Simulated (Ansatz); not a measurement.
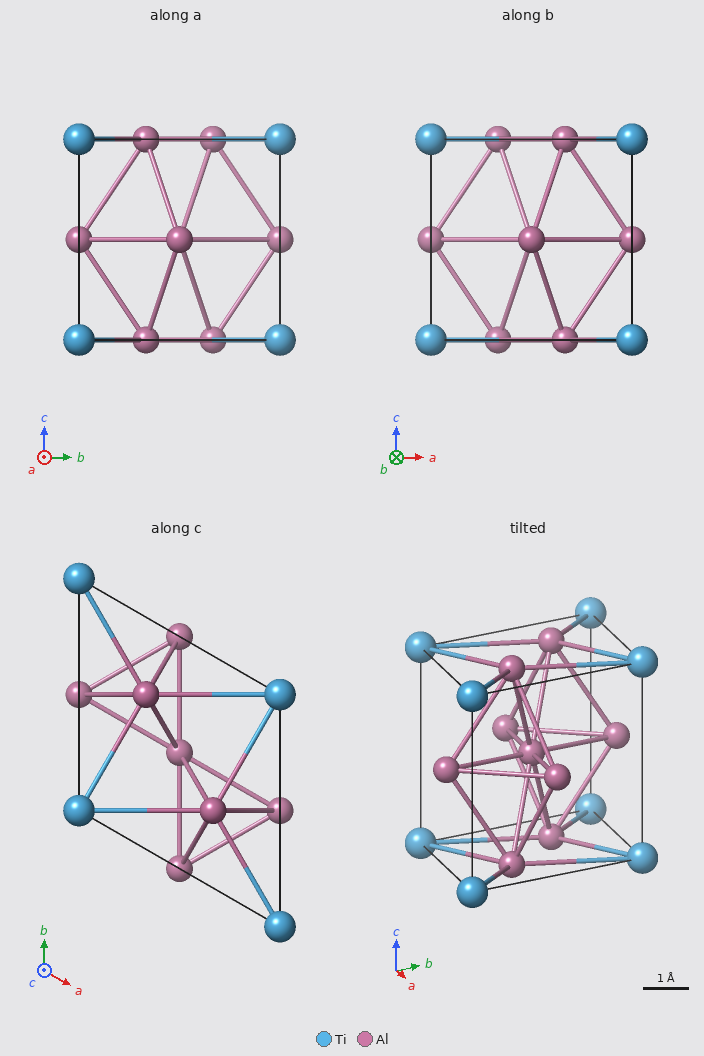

Crystal structure, ball-and-stick style, seen along the a axis, along the b axis, along the c axis and slightly off an axis. Atoms at the boundary of the conventional unit cell (the box) are drawn once for each face, edge or corner they touch.

Lattice parameters: a = 5.193 Å, b = 5.193 Å, c = 4.493 Å, α = 90.00°, β = 90.00°, γ = 120.00°.

Record the structure as a table of Wyckoff sites.

Answer. Space group P6/mmm (No. 191).
| atom | site | x | y | z |
| --- | --- | --- | --- | --- |
| Ti | 1a | 0.0000 | 0.0000 | 0.0000 |
| Al | 3g | 0.5000 | 0.0000 | 0.5000 |
| Al | 2c | 0.3333 | 0.6667 | 0.0000 |

Starting structure: a structure type filled with these elements by a generator (whether the compound takes this form wasn't checked). It is drawn as it came out of a relaxation with Ansatz, DFT PBE, scalar-relativistic, plane waves, PAW.
